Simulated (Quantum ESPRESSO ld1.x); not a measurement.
**Atomic calculation for Mo²⁺**

- system: Mo²⁺ (Z = 42, 40 electrons) in the configuration [Ar] 3d10 4s1.5 4p6 4d4 4f0.5.
- method: scalar-relativistic Kohn-Sham, relativistic LDA (MacDonald-Vosko exchange, VWN5 correlation), spin-unpolarised, spherical densities, point nucleus (Quantum ESPRESSO ld1.x 7.5)

Key numbers:

- outcome: converged
- total energy: −4037.3736 hartree
- kinetic energy: 4152.5468 hartree
- electron–nucleus energy: −9695.5709 hartree
- Hartree energy: 1619.2520 hartree
- exchange–correlation energy: −113.601458 hartree
- radius at density 0.001 e/bohr³: 3.68 bohr
- SCF iterations: 25
- hardware: 1 CPU thread, shared host
- wall time: 0.78 s

Input:
```
 &input
    zed=42.0,
    iswitch=1,
    rel=1,
    dft='RXC-VWN',
    config='[Ar] 3d10 4s1.5 4p6 4d4 4f0.5 5s0 5p0 5d0 5f0',
    verbosity='high',
    prefix='ld1',
    max_out_wfc=37,
    file_charge='ld1.rho',
 /
```

Output:
```
     Program LD1 v.7.5 starts

     --------------------------- All-electron run ----------------------------

     scalar relativistic calculation

     atomic number is 42.00
     dft =RXC-VWN   lsd =0 sic =0 latt =0  beta=0.20 tr2=1.0E-14
     Exchange-correlation= RXC-VWN
                           (   3   2   0   0   0   0   0)
     mesh =2043 r(mesh) =  99.31835 a.u. xmin = -8.00 dx = 0.00800
     1 Ry =  13.60569312 eV, c = 137.03599908

     n l     nl                  e(Ry)          e(Ha)          e(eV)
     1 0     1S 1( 2.00)   -1450.999719999    -725.499860000 -19741.8569119
     2 0     2S 1( 2.00)    -206.781850471    -103.390925235  -2813.4104009
     2 1     2P 1( 6.00)    -185.386203529     -92.693101765  -2522.3077945
     3 0     3S 1( 2.00)     -36.688933204     -18.344466602   -499.1783662
     3 1     3P 1( 6.00)     -29.645477928     -14.822738964   -403.3472752
     3 2     3D 1(10.00)     -18.103030728      -9.051515364   -246.3042807
     4 0     4S 1( 1.50)      -6.457190705      -3.228595352    -87.8545552
     4 1     4P 1( 6.00)      -4.537876047      -2.268938024    -61.7409489
     4 2     4D 1( 4.00)      -1.839997056      -0.919998528    -25.0344353
     4 3     4F 1( 0.50)      -0.418378977      -0.209189488     -5.6923360
     5 0     5S 1( 0.00)      -1.486307418      -0.743153709    -20.2222426
     5 1     5P 1( 0.00)      -1.083973108      -0.541986554    -14.7482055
     5 2     5D 1( 0.00)      -0.603584625      -0.301792313     -8.2121872
     5 3     5F 1( 0.00)      -0.240089401      -0.120044700     -3.2665827

     final scf error:  5.0E-15 reached in  25 iterations

     Etot =   -8074.747186 Ry,   -4037.373593 Ha, -109862.532264 eV

     Ekin =    8305.093525 Ry,    4152.546763 Ha,  112996.553861 eV
     Encl =  -19391.141756 Ry,   -9695.570878 Ha, -263829.924034 eV
     Eh   =    3238.503960 Ry,    1619.251980 Ha,   44062.091063 eV
     Exc  =    -227.202916 Ry,    -113.601458 Ha,   -3091.253154 eV

     normalization and overlap integrals

     s(1S/1S) =  1.000000  <r> =   0.0353  <r2> =    0.0017  r(max) =   0.0229
     s(1S/2S) = -0.008971
     s(1S/3S) = -0.003623
     s(1S/4S) = -0.001503
     s(1S/5S) = -0.000580
     s(2S/2S) =  1.000000  <r> =   0.1542  <r2> =    0.0280  r(max) =   0.1298
     s(2S/3S) = -0.002187
     s(2S/4S) = -0.000878
     s(2S/5S) = -0.000337
     s(2P/2P) =  1.000000  <r> =   0.1342  <r2> =    0.0220  r(max) =   0.1038
     s(2P/3P) = -0.001790
     s(2P/4P) = -0.000658
     s(2P/5P) = -0.000235
     s(3S/3S) =  1.000000  <r> =   0.4303  <r2> =    0.2121  r(max) =   0.3853
     s(3S/4S) = -0.000562
     s(3S/5S) = -0.000212
     s(3P/3P) =  1.000000  <r> =   0.4315  <r2> =    0.2167  r(max) =   0.3792
     s(3P/4P) = -0.000460
     s(3P/5P) = -0.000161
     s(3D/3D) =  1.000000  <r> =   0.4154  <r2> =    0.2076  r(max) =   0.3231
     s(3D/4D) = -0.000267
     s(3D/5D) = -0.000090
     s(4S/4S) =  1.000000  <r> =   1.0966  <r2> =    1.3625  r(max) =   0.9825
     s(4S/5S) = -0.000120
     s(4P/4P) =  1.000000  <r> =   1.2134  <r2> =    1.6846  r(max) =   1.0643
     s(4P/5P) = -0.000089
     s(4D/4D) =  1.000000  <r> =   1.6483  <r2> =    3.2159  r(max) =   1.3209
     s(4D/5D) = -0.000044
     s(4F/4F) =  1.000000  <r> =   5.7885  <r2> =   38.2605  r(max) =   5.1879
     s(4F/5F) = -0.000005
     s(5S/5S) =  1.000000  <r> =   2.8174  <r2> =    8.9184  r(max) =   2.5252
     s(5P/5P) =  1.000000  <r> =   3.3665  <r2> =   12.7829  r(max) =   2.9872
     s(5D/5D) =  1.000000  <r> =   5.0987  <r2> =   29.2995  r(max) =   4.6382
     s(5F/5F) =  1.000000  <r> =  10.1818  <r2> =  121.4996  r(max) =  10.8301

     ------------------------ End of All-electron run ------------------------
```

Orbitals:

| orbital | occupation | energy (eV) | ⟨r⟩ (bohr) | outer maximum (bohr) |
| --- | --- | --- | --- | --- |
| 1s | 2 | −19741.9 | 0.03529 | 0.0229 |
| 2s | 2 | −2813.4 | 0.1542 | 0.130 |
| 2p | 6 | −2522.3 | 0.1342 | 0.104 |
| 3s | 2 | −499.178 | 0.4303 | 0.385 |
| 3p | 6 | −403.347 | 0.4315 | 0.379 |
| 3d | 10 | −246.304 | 0.4154 | 0.323 |
| 4s | 1.5 | −87.855 | 1.097 | 0.983 |
| 4p | 6 | −61.741 | 1.213 | 1.06 |
| 4d | 4 | −25.034 | 1.648 | 1.32 |
| 5s | 0 | −20.222 | 2.817 | 2.53 |
| 5p | 0 | −14.748 | 3.367 | 2.99 |
| 5d | 0 | −8.212 | 5.099 | 4.64 |
| 4f | 0.5 | −5.692 | 5.788 | 5.19 |
| 5f | 0 | −3.267 | 10.18 | 10.8 |

Slater integrals of the outer shells (hartree):

```
 integral   value
F0(5f,5f)  0.0885
F2(5f,5f)  0.0419
F4(5f,5f)  0.0284
F6(5f,5f)  0.0215
F0(5f,4f)  0.1081
F2(5f,4f)  0.0393
F4(5f,4f)  0.0213
F6(5f,4f)  0.0142
```

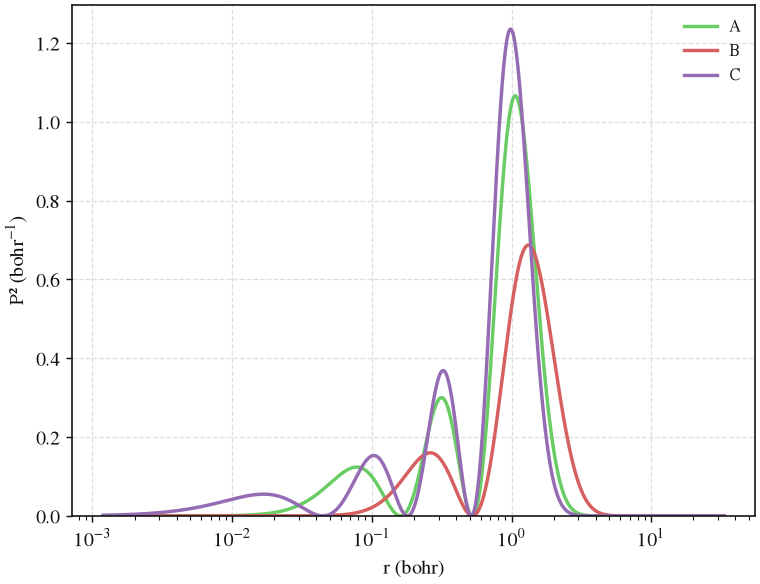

The radial probability densities P² of 4s, 4d and 4p. A is 4p; B is 4d; C is 4s. 4s: outer maximum at 0.983 bohr, ⟨r⟩ = 1.10 bohr, 3 nodes, eigenvalue −87.9 eV; 4p: outer maximum at 1.06 bohr, ⟨r⟩ = 1.21 bohr, 2 nodes, eigenvalue −61.7 eV; 4d: outer maximum at 1.32 bohr, ⟨r⟩ = 1.65 bohr, 1 node, eigenvalue −25.0 eV.

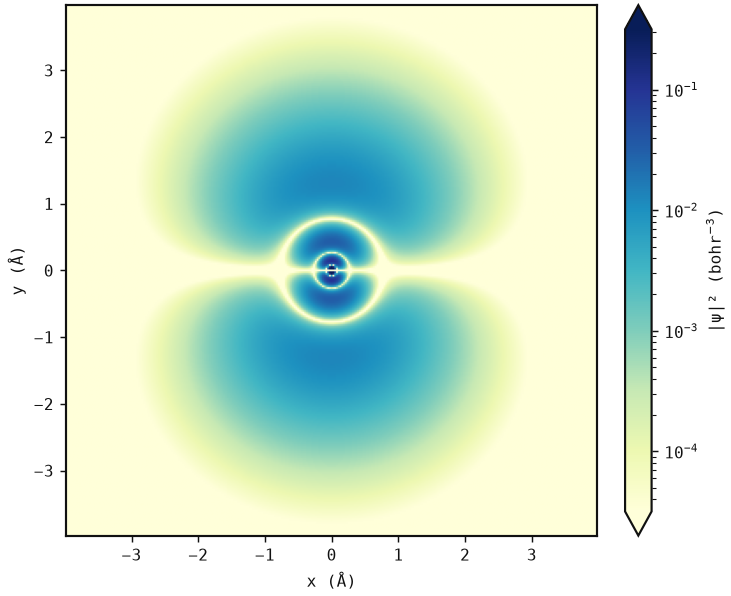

The 5p(y) orbital. The radial function comes from the spherical calculation and is multiplied by a real spherical harmonic; the overall sign is chosen so that the largest lobe of P(r) is positive; at the scalar-relativistic level it is the large component. In the xy plane through the nucleus, the colour gives |ψ|² on a logarithmic scale. (1 bohr = 0.529 Å.) It has the nodal plane xz and 3 radial nodes, at r = 0.159, 0.509 and 1.47 bohr. The outermost maximum of P² lies at 2.99 bohr, ⟨r⟩ = 3.37 bohr, 90 % of the charge lies within 4.90 bohr, and the eigenvalue is −14.7 eV (the orbital is empty).

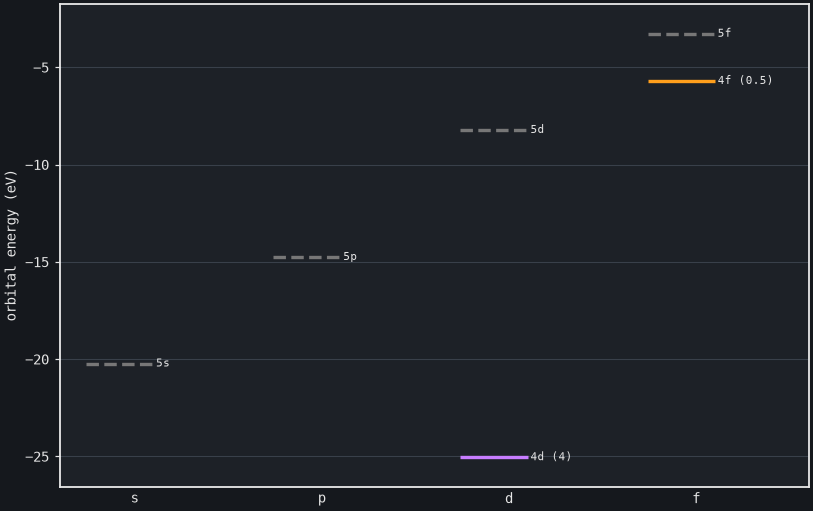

The outer levels are drawn (occupations in brackets, empty levels dashed). The highest occupied level is 4f at −5.69 eV. From the top down the occupied levels run 4f (−5.69 eV), 4d (−25.0 eV). The lowest empty level drawn is 5s at −20.2 eV, below the highest occupied one, so this filling isn't the aufbau one. The order isn't aufbau: the empty 5s, 5p and 5d levels lie under the highest occupied one.

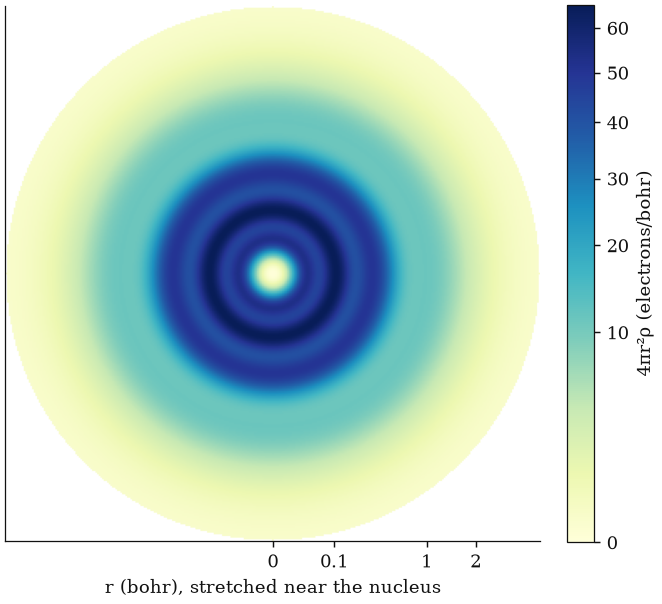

The radial density 4πr²ρ as a disc about the nucleus, with the radius drawn as r to the power 0.4. There are 4 maxima, at r = 0.0248, 0.110, 0.342 and 0.990 bohr, parted by minima at 0.0497, 0.220 and 0.858 bohr, inside which lie 2.0, 11.1 and 29.4 electrons. The outermost maximum rises little above the minimum before it.
